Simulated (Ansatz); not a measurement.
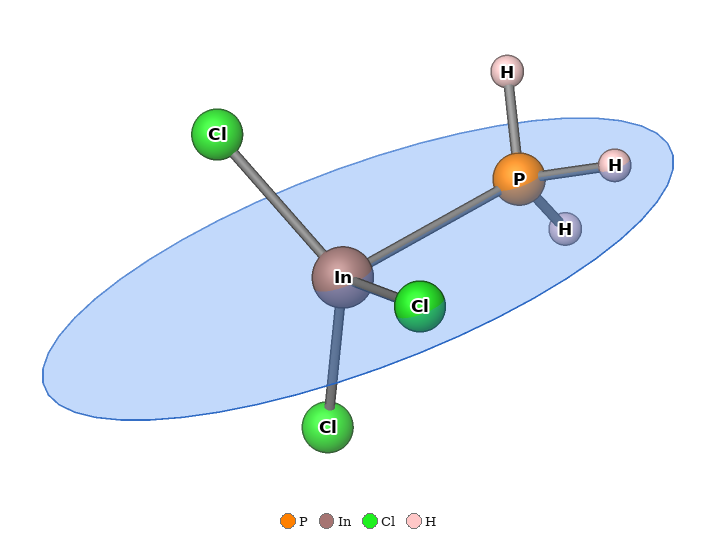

All proper rotation axes (lines) and mirror planes (discs) of the structure are drawn in. Atoms fade into the background with distance from the viewer. Computed geometry: PBE-D4/def2-SVP optimisation. No frequency run is at hand to confirm it as a minimum.

Question: Name the symmetry elements and the point group.

Answer: It has 1 mirror plane. Point group Cs. The group has 2 operations. The geometry is achiral, and symmetry allows a dipole moment.
